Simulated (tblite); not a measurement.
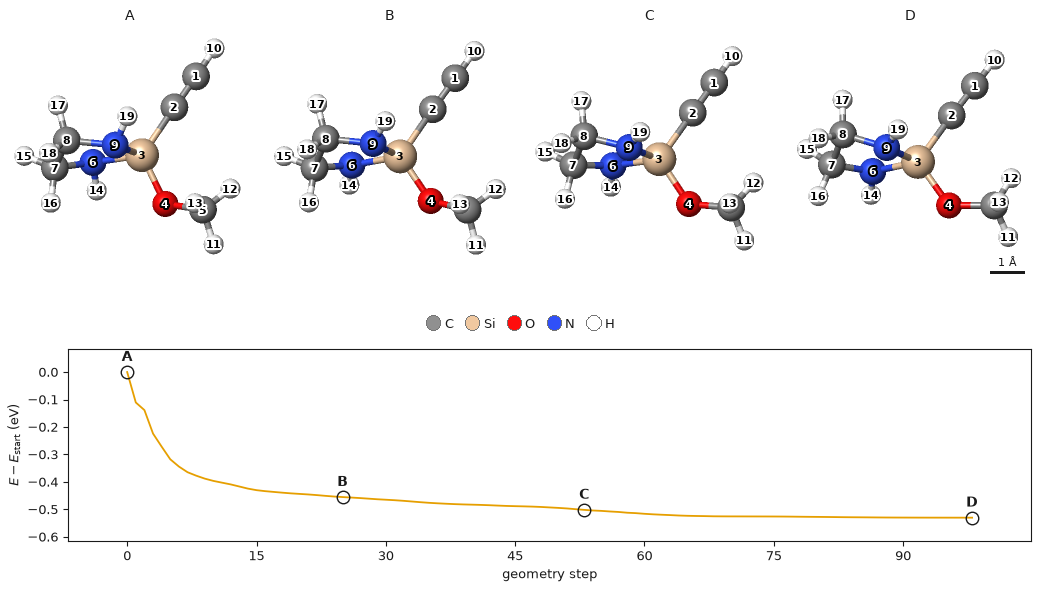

Frames of a relaxation of C₅H₁₀N₂OSi, marked on the history of the run. The picture is a ball-and-stick view, seen at a tilt.

Level of theory: GFN2-xTB geometry optimisation, gas phase (tblite). 

Describe the path.

The largest moves after the best rigid fit, 0.74 Å, are those of H13 and H19. Largest moves by element: H 0.74 Å, O 0.40 Å, C 0.39 Å, Si 0.36 Å, N 0.32 Å. Some distances before and after: O4–C5 1.428 → 1.392 Å, C8–N9 1.471 → 1.446 Å, C2–Si3 1.841 → 1.866 Å, N6–C7 1.466 → 1.443 Å. Bond angles that change, for instance: Si3–N6–H14 106.2° → 124.8°, Si3–N9–H19 108.3° → 124.6°, C2–Si3–O4 119.6° → 109.7°. Groups turn about Si3–O4 by about 30°, Si3–N9 by about 25°, O4–C5 by about 25°. Over 98 geometry steps the energy falls by 0.530 eV. The run took 2.4 s on 1 thread of Intel(R) Xeon(R) Processor @ 2.50GHz (shared host). From step 0 to 25: H14 moves most (0.37 Å), energy −0.455 eV. From step 25 to 53: H19 moves most (0.44 Å), energy −0.047 eV. From step 53 to 98: H13 moves most (0.30 Å), energy −0.028 eV.

```csv
step,"E − E(0), eV"
0,0.0000
1,-0.1108
2,-0.1386
3,-0.2242
4,-0.2717
5,-0.3178
6,-0.3442
7,-0.3647
8,-0.3773
9,-0.3881
10,-0.3964
15,-0.4301
19,-0.4418
24,-0.4533
29,-0.4632
33,-0.4713
38,-0.4810
42,-0.4849
47,-0.4900
52,-0.4994
56,-0.5077
61,-0.5181
66,-0.5241
70,-0.5257
75,-0.5260
79,-0.5272
84,-0.5288
89,-0.5298
93,-0.5302
98,-0.5303
```
